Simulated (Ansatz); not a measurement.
# BI3 (SMILES IB(I)I) at B2PLYP/def2-SVP (core potential)

What is the vertical singlet–triplet gap of BI3 at B2PLYP/def2-SVP (core potential)? 

The results are computed with Ansatz 0.2.0.

35 further runs of the same task are left out: 1 that didn't finish, 34 set aside as unsound or not needed.

## 1. The system as given

BI3 has 4 atoms, charge 0, and is taken as a singlet. SMILES: `IB(I)I`. The coordinates come from a PBE0-D4/def2-TZVP relaxation.

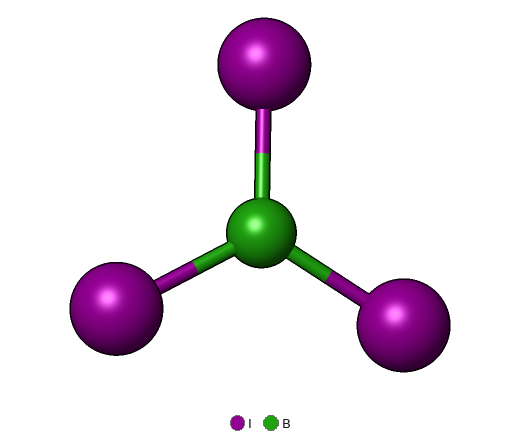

Viewed from a chosen angle; iodine purple, boron green.

## 2. The energy at B2PLYP/def2-SVP (core potential)

run.yaml

```yaml
crystal:
  periodic: [false, false, false]
  atoms:
    - symbol: I
      position_ang: [-1.308500, -0.295200, 1.615600]
    - symbol: B
      position_ang: [0.013900, -0.015100, -0.005100]
    - symbol: I
      position_ang: [1.876800, -1.006300, -0.030300]
    - symbol: I
      position_ang: [-0.526500, 1.256300, -1.600500]
basis:
  gaussian: {orbitals: def2-SVP}
correlation: {frozen_orbitals: {B: 1, I: 4}}
hamiltonian: {xc: {name: B2PLYP}}
output: {orbitals: {seedname: orbitals}}
accuracy: high
```

Started as:

```
$ ansatz run run.yaml --threads 1 --pin off --max-ram 3480MiB --events-out events.jsonl --progress --plain --runs-dir runs
```

Standard output:

```text
Warning: RAYON_NUM_THREADS=1 ignored (pool sized by the plan → 1); use --threads N
Functional definition: B2PLYP
  name "B2PLYP"
  parameter a = 0.53
  parameter c = 0.27
  exchange = (1 - a)*b88_x + a*exact_x
  correlation = (1 - c)*lyp_c + c*(mp2_os + mp2_ss)
2268 factors; integrals over basis functions are off by at most 2.8e-9 eV
mean field evaluation 1: about -24951.8418 eV, gradient 9.1e0 eV
mean field evaluation 2: about -24951.9721 eV, gradient 9.4e0 eV
mean field evaluation 4: about -24952.3357 eV, gradient 1.3e0 eV
mean field evaluation 8: about -24952.3446 eV, gradient 1.9e-2 eV
mean field evaluation 16: about -24952.3446 eV, gradient 5.7e-6 eV
mean field -24952.34461729 eV, -916.9817513789 hartree, gradient 1.7e-8 eV, S^2 0.000000; 0 other end points of the search recorded, 0 dependent functions left out
13 core orbitals not correlated: weight in the atoms' cores, before any rotation towards them, 1.000 or more for the frozen orbitals, at most 0.000 for the correlated occupied ones
reference -24952.34463878 eV, -916.9817521683 hartree; 27, 27 occupied and 52, 52 virtual orbitals, 2268 factors
second order -15.12026133 eV of doubles, -0.00000000 eV of singles
Total energy: -24956.42710933 eV, -917.1317801941 hartree
```

Run time: 15 s. Hardware: 1 thread of Intel Xeon Platinum 8488C (Sapphire Rapids), shared host; peak memory 0.43 GiB.

## 3. The triplet, same level

molecule.yaml

```yaml
basis:
  gaussian:
    orbitals: def2-SVP
crystal:
  periodic: [false, false, false]
  atoms:
    - {symbol: I, position_ang: [-1.308500, -0.295200, 1.615600]}
    - {symbol: B, position_ang: [0.013900, -0.015100, -0.005100]}
    - {symbol: I, position_ang: [1.876800, -1.006300, -0.030300]}
    - {symbol: I, position_ang: [-0.526500, 1.256300, -1.600500]}
magnetization:
  spin_polarized: true
  initial_magnetization: 2
hamiltonian:
  xc: {name: B2PLYP}
correlation:
  frozen_orbitals: {B: 1, I: 4}
accuracy: high
output:
  orbitals: {seedname: orbitals}
```

Started as:

```
$ ansatz run molecule.yaml --threads 1 --pin off --max-ram 3480MiB --events-out events.jsonl --progress --plain --runs-dir runs
```

Standard output (excerpt; [...] marks lines left out):

```text
Warning: RAYON_NUM_THREADS=1 ignored (pool sized by the plan → 1); use --threads N
Functional definition: B2PLYP
  name "B2PLYP"
[...]
2268 factors; integrals over basis functions are off by at most 2.8e-9 eV
[...]
mean field -24948.75059897 eV, -916.8496736416 hartree, gradient 7.4e-8 eV, S^2 2.016367; 6 other end points of the search recorded, 0 dependent functions left out
13 core orbitals not correlated: weight in the atoms' cores, before any rotation towards them, 1.000 or more for the frozen orbitals, at most 0.000 for the correlated occupied ones
reference -24948.75062040 eV, -916.8496744291 hartree; 28, 26 occupied and 51, 53 virtual orbitals, 2268 factors
second order -15.12952797 eV of doubles, -0.00000000 eV of singles
Total energy: -24952.83559295 eV, -916.9997944015 hartree
```

Wall time 41 s (1 thread of Intel Xeon Platinum 8488C (Sapphire Rapids), shared host); peak memory 0.66 GiB.

## 4. What came out

Level: B2PLYP/def2-SVP (core potential), 13 core orbitals frozen.

```
                                                         quantity          value
                                            singlet: total energy  -917.13178 Eh
                       singlet: HOMO energy (SCF part's orbitals)       -8.17 eV
                       singlet: LUMO energy (SCF part's orbitals)       -1.17 eV
                     singlet: HOMO–LUMO gap (SCF part's orbitals)        7.00 eV
                                            triplet: total energy  -916.99979 Eh
triplet: HOMO energy (SCF part's orbitals) (highest over α and β)       -4.99 eV
                                                    triplet: ⟨S²⟩          2.016
                 vertical energy of the triplet above the singlet       3.592 eV
```

In words: At this shape the triplet lies 3.59 eV (83 kcal/mol) above the singlet.
